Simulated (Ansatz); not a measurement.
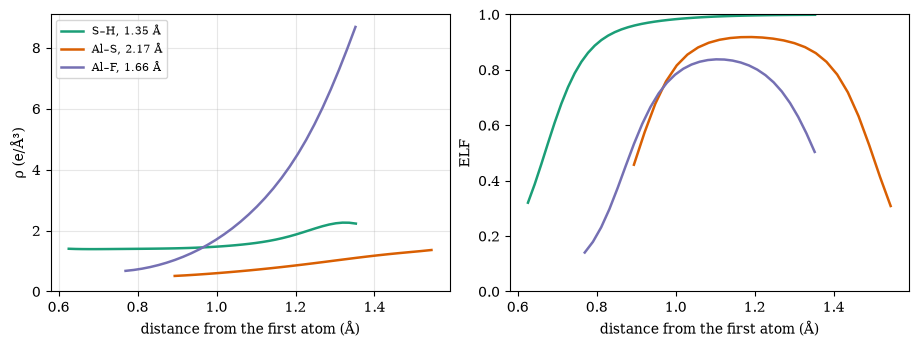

Figure. AlFH₂S₂. Total electron density and ELF along straight lines between neighbouring atoms. The curves leave out the atomic cores.

Computed with RKS PBE0-D4/def2-SVP (Ansatz).

Input

```
crystal:
  periodic: [false, false, false]
  atoms:
    - { symbol: F, position_ang: [-1.0562, -2.0773, 0.2142] }
    - { symbol: Al, position_ang: [-0.2437, -0.4699, 0.4138] }
    - { symbol: S, position_ang: [1.9932, -0.4183, 0.4439] }
    - { symbol: S, position_ang: [-1.3424, 1.4709, 0.613] }
    - { symbol: H, position_ang: [2.0994, -0.2534, -0.9546] }
    - { symbol: H, position_ang: [-1.4082, 1.684, -0.7765] }
basis:
  gaussian: { orbitals: def2-SVP }
hamiltonian:
  xc: pbe0
  dispersion: d4
relax:
  f_tol: 0.02
  max_steps: 50
output:
  orbitals: {}
```

Run with:

```sh
ansatz run input.yaml --threads 1 --pin off --max-ram 2048MiB --backend cpu --events-out ev --progress --plain --runs-dir out
```

The fields are those of the run's last geometry, not of the input's.

Compare the contacts.

Answer. S–H (1.35 Å): ρ at the midpoint is about 1.4 e/Å³; the ELF climbs to about 1 towards the hydrogen, as it does in any bond to H.
Al–S (2.17 Å): ρ is about 0.69 e/Å³ halfway; the ELF peaks at about 0.90 in the valence shell of S, 1.0 Å from its nucleus, and is about 0.90 at the midpoint.
Al–F (1.66 Å): ρ is about 0.8 e/Å³ halfway; the ELF peaks at about 0.85 in the valence shell of F, 0.6 Å from its nucleus, and is about 0.30 at the midpoint.
